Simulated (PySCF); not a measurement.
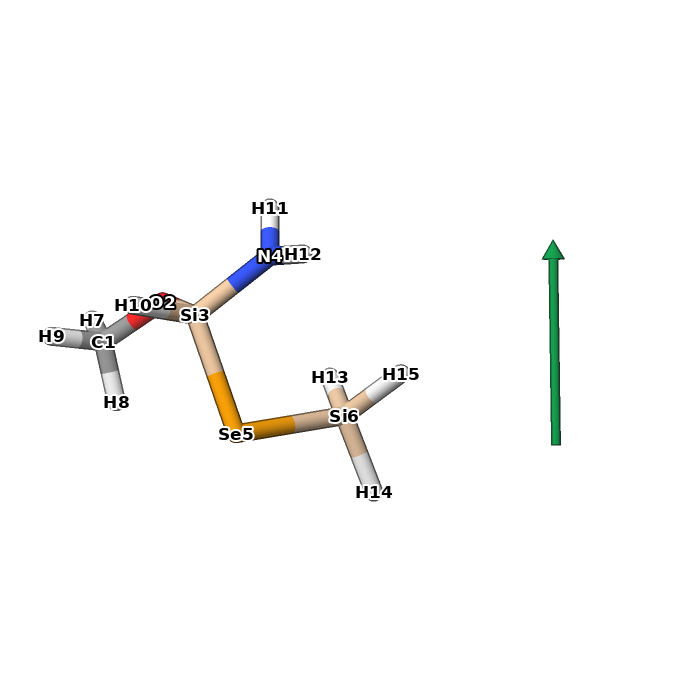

The arrow beside the molecule shows the direction of the dipole moment, from the negative to the positive end (its length means nothing). The computed structure is the end point of a PBE0-D3(BJ)/def2-SVP optimisation. No frequency run is at hand to confirm it as a minimum. Properties computed with PBE0/def2-SVPD, gas phase (PySCF 2.14.0).

> Estimate the dipole moment.

1.57 D; it points from the side of H14 to the side of H11 (the outermost atoms at the two ends).
